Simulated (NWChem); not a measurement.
# AlGeH4F (SMILES [F][AlH][GeH3]) at 4 levels

We compute a comparison of 4 runs (HF/def2-SVP, B3LYP/6-31G*, PBE0/def2-SVP, r2SCAN/def2-SVP) of AlGeH4F. 

Program for the calculation: NWChem 7.3.0.

### Step 1. The system as given

AlGeH4F has 7 atoms, charge 0, and is taken as a singlet. As SMILES, `[F][AlH][GeH3]`. The shape is that of a PBE0-D4/def2-TZVP optimisation.

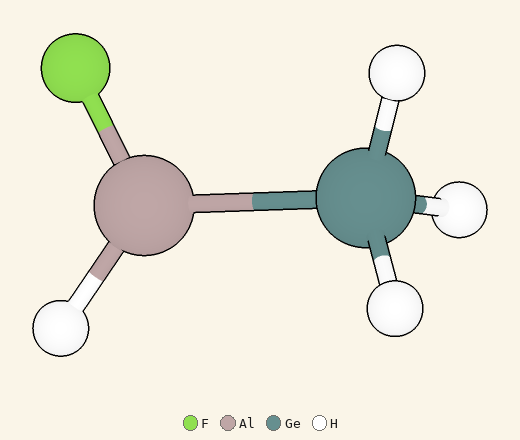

Viewed from a chosen angle; fluorine green, aluminium light grey, germanium teal, hydrogen white.

### Step 2. Energy and gradient at HF/def2-SVP (run 1)

Contents of alfgeh4.nw:

```
start alfgeh4
title "AlFGeH4"
memory 2200 mb
geometry units angstrom noautosym nocenter noautoz
  F     -2.002000    -1.487800     0.716500
  Al    -0.491500    -1.327100     0.066600
  Ge     0.428200     0.960300    -0.065100
  H      0.204000    -2.659900    -0.422600
  H      0.095700     1.599200    -1.428000
  H     -0.136400     1.887000     1.024800
  H      1.963300     0.960200     0.062300
end
basis spherical bse
  * library def2-SVP
end
scf
  thresh 1e-08
  maxiter 80
  print medium
end
task scf gradient
```

Run with:

```
$ nwchem alfgeh4.nw > alfgeh4.out
```

Standard output:

```text
[...]
  functions       =    84
[...]
  wavefunction    = RHF
[...]
         Total SCF energy =  -2418.695421299300
      One-electron energy =  -3821.068927778819
      Two-electron energy =   1178.423204387038
 Nuclear repulsion energy =    223.950302092481
        Time for solution =      8.4s
[...]
                         RHF ENERGY GRADIENTS
    atom               coordinates                        gradient
                 x          y          z           x          y          z
   1 F      -3.783231  -2.811534   1.353989    0.003341   0.001097  -0.001312
   2 Al     -0.928800  -2.507855   0.125856   -0.001842   0.006266   0.001483
   3 Ge      0.809181   1.814704  -0.123021   -0.003128  -0.006516   0.000914
   4 H       0.385504  -5.026482  -0.798598    0.001168  -0.002142  -0.000830
   5 H       0.180847   3.022050  -2.698529    0.000097   0.000361  -0.000255
   6 H      -0.257759   3.565913   1.936591   -0.000071   0.000745   0.000142
   7 H       3.710099   1.814515   0.117730    0.000434   0.000188  -0.000142
[...]
```

Wall time 13 s (1 thread of Intel Xeon 6975P-C (Granite Rapids), shared host); peak memory 0.097 GiB.

### Step 3. Energy and gradient at B3LYP/6-31G(d) (spherical functions) (run 2)

Contents of run.py:

```python
from ase import Atoms
from ase.calculators.nwchem import NWChem

atoms = Atoms(['F', 'Al', 'Ge', 'H', 'H', 'H', 'H'], positions=[
    [-2.002000, -1.487800, 0.716500],
    [-0.491500, -1.327100, 0.066600],
    [0.428200, 0.960300, -0.065100],
    [0.204000, -2.659900, -0.422600],
    [0.095700, 1.599200, -1.428000],
    [-0.136400, 1.887000, 1.024800],
    [1.963300, 0.960200, 0.062300],
])

calc = NWChem(
    label='m1',
    theory='dft',
    memory='2200 mb',
    basis='6-31G*',
    basispar='spherical bse',
    dft={'xc': 'b3lyp', 'mult': '1', 'grid': 'xfine', 'convergence': 'energy 1e-08', 'iterations': '100', 'mulliken': None},
)
atoms.calc = calc

forces = atoms.get_forces()
print("Total energy (eV):", round(atoms.get_potential_energy(), 6))
print("forces (eV/A):")
for s, f in zip(atoms.symbols, forces):
    print(f"{s:2s} {f[0]:10.5f} {f[1]:10.5f} {f[2]:10.5f}")
print("dipole (e A):", atoms.get_dipole_moment().round(4))
```

Run with:

```
$ export ASE_NWCHEM_COMMAND="nwchem PREFIX.nwi > PREFIX.nwo"
$ python run.py
```

Standard output:

```text
Total energy (eV): -65892.485391
forces (eV/A):
F    -0.31892   -0.10377    0.12732
Al    0.20199    0.08927   -0.07646
Ge   -0.01640   -0.16008   -0.00715
H     0.03420   -0.08294   -0.02463
H    -0.01995    0.09878   -0.13159
H    -0.04160    0.12192    0.10259
H     0.16069    0.03687    0.00992
dipole (e A): [ 0.2104 -0.0019 -0.0871]
```

The calculator wrote m1.nwi:

```
title "m1"

permanent_dir m1

scratch_dir m1

start m1

geometry units angstrom nocenter noautosym noautoz
  F  -2.0019999999999998e+00 -1.4878000000000000e+00 7.1650000000000003e-01
  Al -4.9149999999999999e-01 -1.3270999999999999e+00 6.6600000000000006e-02
  Ge 4.2820000000000003e-01 9.6030000000000004e-01 -6.5100000000000005e-02
  H  2.0399999999999999e-01 -2.6598999999999999e+00 -4.2259999999999998e-01
  H  9.5699999999999993e-02 1.5992000000000000e+00 -1.4279999999999999e+00
  H  -1.3639999999999999e-01 1.8870000000000000e+00 1.0247999999999999e+00
  H  1.9633000000000000e+00 9.6020000000000005e-01 6.2300000000000001e-02
end

memory 2200 mb

basis spherical bse noprint
   * library 6-31G*
end

dft
  xc b3lyp
  mult 1
  grid xfine
  convergence energy 1e-08
  iterations 100
  mulliken
end

task dft gradient
```

m1.nwo:

```text
Northwest Computational Chemistry Package (NWChem) 7.3.0
             --------------------------------------------------------

           Job information
           ---------------

    nwchem branch   = 7.3.0
    use scalapack   = T
    input           = m1.nwi
    prefix          = m1.
    data base       = m1/m1.db
    status          = startup
    nproc           =        1

           Memory information
           ------------------

[... 5 lines left out ...]
    hardfail = no
[... 108 lines left out ...]
  convergence criterion.
[... 43 lines left out ...]
          Spatial weights used:  Erf1
[... 32 lines left out ...]
 1-e energy   =   -3817.942164
[... 52 lines left out ...]
           Coulomb energy =     1284.319985078219
[... 585 lines left out ...]
          Convergence on density requested:  1.00D-05
[... 29 lines left out ...]
          total energy or number of iterations.
[... 38 lines left out ...]
                 ----------------------------------------
                 |  Time  |  1-e(secs)   |  2-e(secs)   |
                 ----------------------------------------
                 |  CPU   |       0.00   |       5.69   |
                 ----------------------------------------
                 |  WALL  |       0.00   |       5.69   |
                 ----------------------------------------

 Task  times  cpu:       22.5s     wall:       22.5s
 Total times  cpu:       22.5s     wall:       22.5s
```

Run time: 24 s. Hardware: 1 thread of Intel Xeon 6975P-C (Granite Rapids), shared host; peak memory 0.14 GiB.

Run 3 isn't shown in full; the table further down has it.

### Step 4. Energy and gradient at r2SCAN/def2-SVP (run 4)

Contents of run.py:

```python
from ase import Atoms
from ase.calculators.nwchem import NWChem

atoms = Atoms('FAlGeHHHH', positions=[
    [-2.002000, -1.487800, 0.716500],
    [-0.491500, -1.327100, 0.066600],
    [0.428200, 0.960300, -0.065100],
    [0.204000, -2.659900, -0.422600],
    [0.095700, 1.599200, -1.428000],
    [-0.136400, 1.887000, 1.024800],
    [1.963300, 0.960200, 0.062300],
])

calc = NWChem(
    label='a',
    theory='dft',
    memory='2200 mb',
    basis='def2-SVP',
    basispar='spherical bse',
    dft={'xc': 'r2scan', 'mult': '1', 'grid': 'xfine', 'convergence': 'energy 1e-08', 'iterations': '100', 'mulliken': None},
)
atoms.calc = calc

forces = atoms.get_forces()
print(f"energy = {atoms.get_potential_energy():.6f} eV")
print("forces (eV/A):")
for s, f in zip(atoms.symbols, forces):
    print(f"{s:2s} {f[0]:10.5f} {f[1]:10.5f} {f[2]:10.5f}")
print("dipole (e A):", atoms.get_dipole_moment().round(4))
```

Run with:

```
$ export ASE_NWCHEM_COMMAND="nwchem PREFIX.nwi > PREFIX.nwo"
$ python run.py
```

Standard output:

```text
energy = -65885.452484 eV
forces (eV/A):
F    -0.53489   -0.08757    0.22672
Al    0.53669    0.20461   -0.21335
Ge   -0.02576   -0.13359    0.00643
H     0.01090   -0.03939   -0.00905
H     0.01481    0.02000    0.01538
H     0.01111    0.00941   -0.01769
H    -0.01286    0.02653   -0.00854
dipole (e A): [ 0.2004 -0.0022 -0.084 ]
```

The calculator wrote a.nwi:

```
title "a"

permanent_dir a

scratch_dir a

start a

geometry units angstrom nocenter noautosym noautoz
  F  -2.0019999999999998e+00 -1.4878000000000000e+00 7.1650000000000003e-01
  Al -4.9149999999999999e-01 -1.3270999999999999e+00 6.6600000000000006e-02
  Ge 4.2820000000000003e-01 9.6030000000000004e-01 -6.5100000000000005e-02
  H  2.0399999999999999e-01 -2.6598999999999999e+00 -4.2259999999999998e-01
  H  9.5699999999999993e-02 1.5992000000000000e+00 -1.4279999999999999e+00
  H  -1.3639999999999999e-01 1.8870000000000000e+00 1.0247999999999999e+00
  H  1.9633000000000000e+00 9.6020000000000005e-01 6.2300000000000001e-02
end

memory 2200 mb

basis spherical bse noprint
   * library def2-SVP
end

dft
  xc r2scan
  mult 1
  grid xfine
  convergence energy 1e-08
  iterations 100
  mulliken
end

task dft gradient
```

a.nwo:

```text
Northwest Computational Chemistry Package (NWChem) 7.3.0
             --------------------------------------------------------

           Job information
           ---------------

    nwchem branch   = 7.3.0
    use scalapack   = T
    input           = a.nwi
    prefix          = a.
    data base       = a/a.db
    status          = startup
    nproc           =        1

           Memory information
           ------------------

[... 5 lines left out ...]
    hardfail = no
[... 108 lines left out ...]
  convergence criterion.
[... 40 lines left out ...]
          Spatial weights used:  Erf1
[... 32 lines left out ...]
 1-e energy   =   -3818.503978
[... 52 lines left out ...]
           Coulomb energy =     1284.846699807739
[... 671 lines left out ...]
          Convergence on density requested:  1.00D-05
[... 26 lines left out ...]
          total energy or number of iterations.
[... 38 lines left out ...]
                 ----------------------------------------
                 |  Time  |  1-e(secs)   |  2-e(secs)   |
                 ----------------------------------------
                 |  CPU   |       0.00   |       2.96   |
                 ----------------------------------------
                 |  WALL  |       0.00   |       2.96   |
                 ----------------------------------------

 Task  times  cpu:       26.8s     wall:       26.8s
 Total times  cpu:       26.8s     wall:       26.8s
```

It took 28 s on 1 thread of Intel Xeon 6975P-C (Granite Rapids), shared host; peak memory 0.13 GiB.

### Step 5. All runs side by side

| run | level | iteration cap | module | energy (Eh) | dipole moment (D) | HOMO energy (eV) | LUMO energy (eV) | wall time |
| --- | --- | --- | --- | --- | --- | --- | --- | --- |
| 1 | HF/def2-SVP | 80 | scf | -2418.695421 | 1.31 | -10.46 | 1.08 | 13 s |
| 2 | B3LYP/6-31G* (spherical functions) | 100 | dft | -2421.504194 | 1.09 | -7.52 | -1.71 | 24 s |
| 3 | PBE0/def2-SVP | 100 | dft | -2420.845345 | 1.14 | -7.83 | -1.65 | 20 s |
| 4 | r2SCAN/def2-SVP | 100 | dft | -2421.245740 | 1.04 | -6.99 | -2.15 | 28 s |

### Step 6. Results

| quantity | value |
| --- | --- |
| run 4: total energy | -2421.24574 Eh |
| run 4: dipole moment | 1.04 D |
| run 4: HOMO energy | -6.99 eV |
| run 4: LUMO energy | -2.15 eV |
| run 4: HOMO–LUMO gap | 4.83 eV |
| run 4: largest force on an atom | 0.613 eV/Å |

**Reading.** The dipole moment (its size) runs from 1.04 D (r2SCAN/def2-SVP) to 1.31 D (HF/def2-SVP). The HOMO–LUMO gap runs from 4.83 eV (r2SCAN/def2-SVP) to 11.55 eV (HF/def2-SVP). Exact exchange widens orbital gaps. Totals of different functionals can't be ranked against each other. All runs together took 84 s, the longest 28 s.
